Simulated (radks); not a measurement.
**Atomic calculation, with input and output: Mn⁺**

Mn⁺, configuration [Ar] 3d5 4s1. Computed at this level: non-relativistic Kohn-Sham, SCAN, spin-unpolarised, spherical densities, point nucleus (radks).

### Input
```
Z 25
configuration [Ar] 3d5 4s1
relativity non-relativistic
functional scan,scan
spin unpolarised
nucleus point
mesh_end 12
max_iterations 84
```

Energies in input and log are in hartree, lengths in bohr.

Hardware: 1 thread of Arm Neoverse V1, 23 GiB of memory available, shared host.

The run was one of a batch that the task file lists, launched with:
```bash
python <driver script> task.json out
```

### Log
```
1s      1   2.0000        -235.40179536
2s      1   2.0000         -27.56599344
2p      1   6.0000         -23.61839511
3s      1   2.0000          -3.51544288
3p      1   6.0000          -2.36587681
3d      1   5.0000          -0.55403837
4s      1   1.0000          -0.43308668
Etot -1150.520040277661
Ekin 1149.5978825836262
Encl -2726.3949852948235
Eh 477.92782092849137
Exc -51.6507584949552
err 6.573944946275744e-07
it 13
```

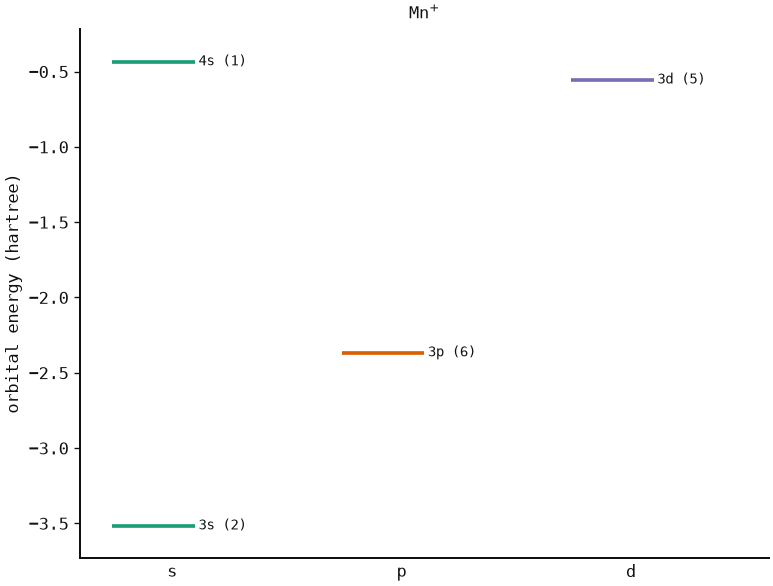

*The outer levels are drawn by angular momentum (occupations in brackets). They are the filled levels of this odd run.*

The highest occupied level is 4s at −0.433 hartree. From the top down the occupied levels run 4s (−0.433 hartree), 3d (−0.554 hartree), 3p (−2.37 hartree), 3s (−3.52 hartree).

### Outcome

```tsv
quantity	value
outcome	converged
total energy	−1150.5200 hartree
kinetic energy	1149.5979 hartree
electron–nucleus energy	−2726.3950 hartree
Hartree energy	477.927821 hartree
exchange–correlation energy	−51.650758 hartree
radius at density 0.001 e/bohr³	3.98 bohr
SCF iterations	13
```

### What is odd here

A numerical setting was moved from its usual value: mesh end rmax = 12. The program ran to the end. Its total energy differs from that of the same run with the usual input (−1150.52073 hartree) by +0.00069 hartree, a small shift.
